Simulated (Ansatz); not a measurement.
Consider C$_{4}$H$_{4}$OSi.

Input file:

```
crystal:
  periodic: [false, false, false]
  atoms:
    - { symbol: C, position_ang: [2.0573, 0.7321, -1.2981] }
    - { symbol: C, position_ang: [1.0176, 0.595, -0.6509] }
    - { symbol: C, position_ang: [-0.1759, 0.396, 0.1149] }
    - { symbol: Si, position_ang: [-0.7239, -1.2449, 0.4127] }
    - { symbol: C, position_ang: [-0.754, 1.4026, 0.6308] }
    - { symbol: O, position_ang: [-1.3179, 2.3432, 1.1223] }
    - { symbol: H, position_ang: [1.09925, 1.5275, -1.20936] }
    - { symbol: H, position_ang: [-2.142, -1.3658, -0.1181] }
    - { symbol: H, position_ang: [-0.8201, -1.5596, 1.9085] }
    - { symbol: H, position_ang: [0.0305, -2.2936, -0.2286] }
basis:
  gaussian: { orbitals: def2-SVP }
hamiltonian:
  xc: b3lyp
  dispersion: d4
relax:
  f_tol: 0.02
  max_steps: 50
output:
  orbitals: {}
```

Launched as:

```sh
ansatz run input.yaml --threads 2 --pin off --max-ram 3072MiB --backend cpu --events-out ev --progress --plain --runs-dir out
```

The fields are those of the relaxed geometry.

Method: Ansatz, RKS B3LYP-D4/def2-SVP.

**Predict the electron density and electron localisation function between the atoms.**

C–O (1.16 Å): ρ at the midpoint is about 3.7 e/Å³; the ELF peaks at about 0.85 between the atoms (a multiple bond).
C–C (1.21 Å): ρ at the midpoint is about 2.6 e/Å³; the ELF peaks at about 0.85 between the atoms: a multiple bond.
C–Si (1.89 Å): the density is about 0.87 e/Å³ at the midpoint; the ELF peaks at about 0.95 between the atoms; a covalent bond.
C–H (1.07 Å): ρ is about 2 e/Å³ halfway; the ELF climbs to about 1 towards the hydrogen, as it does in any bond to H (an ordinary covalent bond to hydrogen).

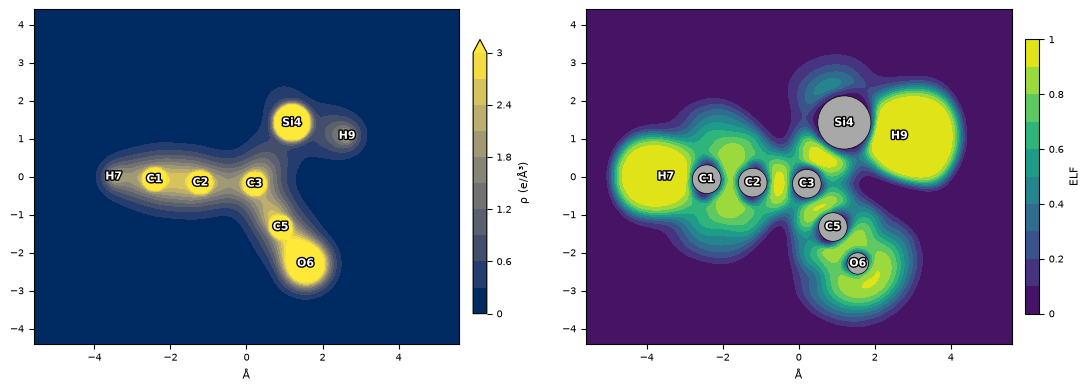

Computed electron density and electron localisation function on the plane of atoms C3, Si4 and H9, in this order. Grey discs cover the atomic cores in the ELF map. 
